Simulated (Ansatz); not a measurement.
CH$_{7}$OSi (charge +1)

```yaml
atoms:
  - { symbol: C, position_ang: [-0.4097, 1.4483, 0.7805] }
  - { symbol: O, position_ang: [-2.3576, -0.7880, 0.4599] }
  - { symbol: Si, position_ang: [-0.5384, -0.3895, 0.7488] }
  - { symbol: H, position_ang: [0.6494, 1.7152, 0.9478] }
  - { symbol: H, position_ang: [-0.7191, 1.8988, -0.1756] }
  - { symbol: H, position_ang: [-0.9968, 1.8877, 1.6021] }
  - { symbol: H, position_ang: [-0.3789, -1.1029, 2.0312] }
  - { symbol: H, position_ang: [0.0050, -1.0880, -0.4326] }
  - { symbol: H, position_ang: [-2.7612, -0.9335, -0.4160] }
  - { symbol: H, position_ang: [-3.0168, -0.9195, 1.1668] }
```

Geometry: B3LYP-D3(BJ)/def2-SVP.

These are results of Ansatz 0.2.0, isolated molecule in a Gaussian basis; Kohn-Sham density functional theory, functional PBE0, not measurements.

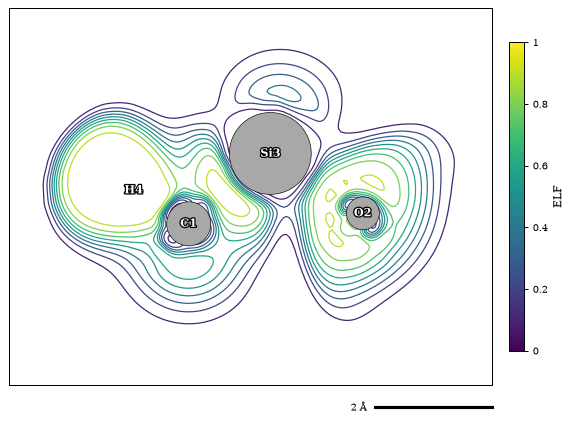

Figure 1. ELF on the plane of atoms Si3, C1 and H4. Grey discs cover the atomic cores.

Q: What does the map show?

A: The section cuts through C, O, Si and H sites. C–Si (1.84 Å): the ELF peaks at about 0.95 between the atoms, as expected for localised, covalent bonding. Si–O (1.88 Å): the ELF peaks at about 0.90 between the atoms, as expected for a shared but strongly polarised pair. C–H (1.10 Å): the ELF climbs to about 1 towards the hydrogen, as it does in any bond to H: a covalent bond by its length. The ELF also peaks beside O2, away from the bonds: lone-pair regions.

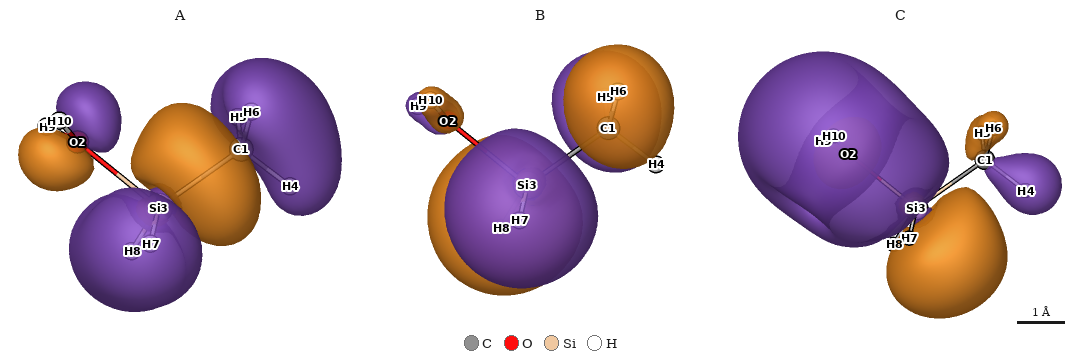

Figure 2. Three frontier orbitals at ±0.06 Å⁻³ᐟ² (orange and purple are the two phases), in no order.

Q: Which picture is the HOMO−1, the HOMO and the LUMO?

A: B is the HOMO−1 (−15.02 eV). By Hirshfeld shares it lies mainly on Si3 (about 30 %), H8 (about 20 %), H7 (about 20 %) and C1 (about 10 %). A is the HOMO (−14.55 eV). Its weight (Hirshfeld) is mainly on C1 (about 40 %), Si3 (about 30 %), H7 (about 5 %) and H8 (about 5 %). C is the LUMO (−6.09 eV). It lies mainly on Si3 (about 35 %), H9 (about 20 %), H10 (about 20 %) and O2 (about 15 %).

Q: What is the HOMO–LUMO gap?

A: 8.46 eV between the orbital energies.

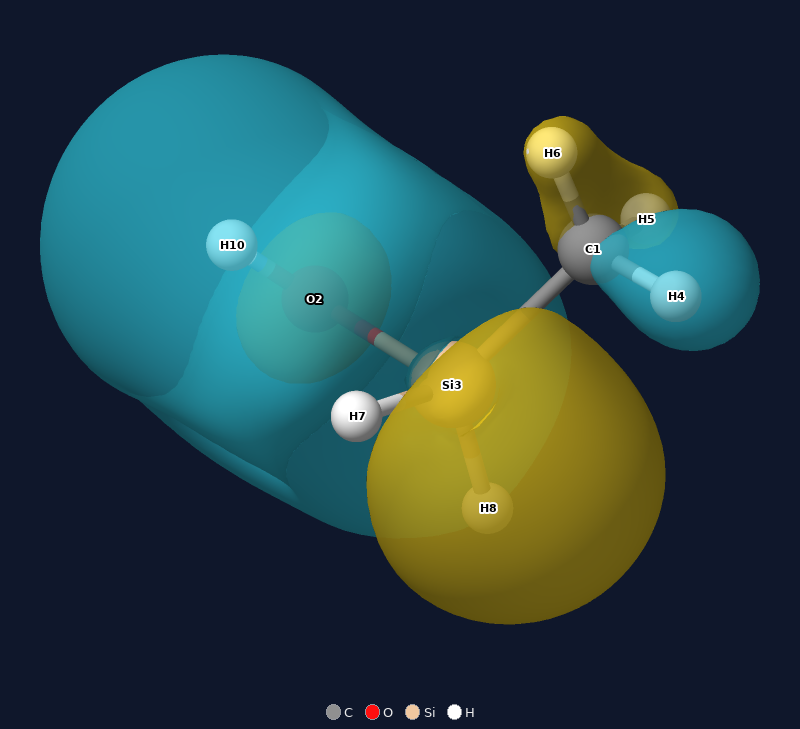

Figure 3. One frontier orbital at ±0.06 Å⁻³ᐟ² (yellow and cyan are the two phases), seen at a tilt.

Q: Which orbital is it: HOMO or LUMO?

A: The LUMO, at −6.09 eV. It lies mainly on Si3 (about 35 %), H9 (about 20 %), H10 (about 20 %) and O2 (about 15 %).
